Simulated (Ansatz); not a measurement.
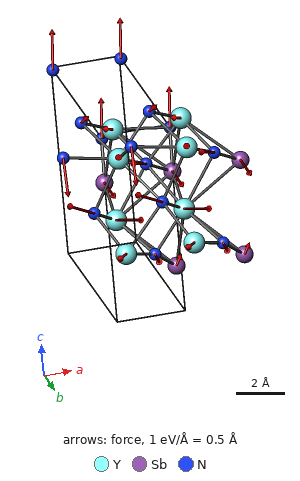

Starting geometry of a crystal of Y2SbN3 (built on the Ca2CuO3-71 type type) with the computed forces as red arrows. A ball-and-stick model of the cell of the calculation, reduced to other axes, repeated 2 × 1 × 1 with one cell outlined, seen from a free direction. Lengths and directions refer to the drawn axes.

Case: shaken.

Level of theory: DFT, PBEsol, plane waves, PAW (Ansatz 0.2.0).

The input:
```yaml
crystal:
  lattice:
    - [-3.2418500341, 3.9918854847, 12.7242528922]
    - [1.7712531725, -2.0567160563, 6.4214306183]
    - [1.582576485, 2.0249796877, -6.3815890375]
  atoms:
    - { symbol: "Y", position: [0.4226101106, 0.3258959706, 0.4672077172] }
    - { symbol: "Y", position: [0.0940031196, 0.6298504412, 0.5271874318] }
    - { symbol: Sb, position: [0.2527539438, -0.0031134521, 0.4958380563] }
    - { symbol: "N", position: [0.0126792442, -0.0194531012, 0.0104001025] }
    - { symbol: "N", position: [0.1798760848, 0.8506561529, 0.5536848828] }
    - { symbol: "N", position: [0.3159559556, 0.1766989565, 0.4931975412] }
    - { symbol: "Y", position: [0.9233533127, 0.3591398324, 0.5284090241] }
    - { symbol: "Y", position: [0.5956695761, 0.6717902521, 0.5283029408] }
    - { symbol: Sb, position: [0.7573394475, 0.0618241458, 0.5680386816] }
    - { symbol: "N", position: [0.4849137432, -0.0479279653, -0.0653347872] }
    - { symbol: "N", position: [0.6635262048, 0.7929363616, 0.4828079222] }
    - { symbol: "N", position: [0.8187777376, 0.1420207479, 0.4247149673] }
kpoints:
  mp_grid: { grid: [6, 6, 6] }
hamiltonian:
  xc: pbesol
scf:
  occupations: { method: fermi_dirac, width: 0.05 }
relax:
  f_tol: 0.01
  cell: {}
  max_steps: 120
output:
  write_density: true
  write_potential: true
  elf: true
  volumetric_format: npy
```

Q: What follows when this structure is relaxed?

A: It isn't relaxed: the largest force vector, on Y atoms, is 4.35 eV/Å. The final displacements have little in common with the starting forces (cosine between the two patterns 0.21). The largest move relative to the cell is that of N4, 1.03 Å along +a. Largest moves by element: N 1.03 Å, Y 0.43 Å, Sb 0.23 Å. The volume changes by +1.5 %, with a 3.354 → 3.499 Å (+4.3 %), b 6.880 → 7.651 Å (+11.2 %), c 8.042 → 6.897 Å (−14.2 %), α 107.3° → 103.0°, β 91.1° → 90.0°, γ 102.5° → 103.2°. Some distances before and after: Y1–N10 2.475 → 3.894 Å, Y2–N4 2.557 → 3.895 Å, N4–Y7 2.687 → 3.894 Å, Y8–N10 2.915 → 3.895 Å. Bonds break: Y1–N10 (2.47 → 3.89 Å), Y2–N4 (2.56 → 3.90 Å). Among the angles between lasting bonds that change: Sb3–N4–Sb9 170.8° → 106.6°, Sb3–N10–Sb9 165.5° → 106.6°, Y2–N4–Y7 101.1° → 159.3°. The space group (tolerance 0.01 Å) goes from P1 (No. 1) to Imm2 (No. 44). The energy falls by 289 meV per atom in 14 accepted moves (17 points after the start). The largest force component goes from 4.3 to 0.0065 eV/Å. The pressure goes from 5.17 to 0.02 GPa. The line search rejected the trial step at point 8 of the run. The SCF was repeated twice at an unchanged geometry on a basis and grid sized afresh for the cell, which shifted the energy by 8.5 meV per atom at most. Cost: 9.9 min on 1 × NVIDIA H100 80GB HBM3 with 2 threads of AMD EPYC 7R13 Processor (Zen 3), on a shared host, peak memory 1.2 GiB.
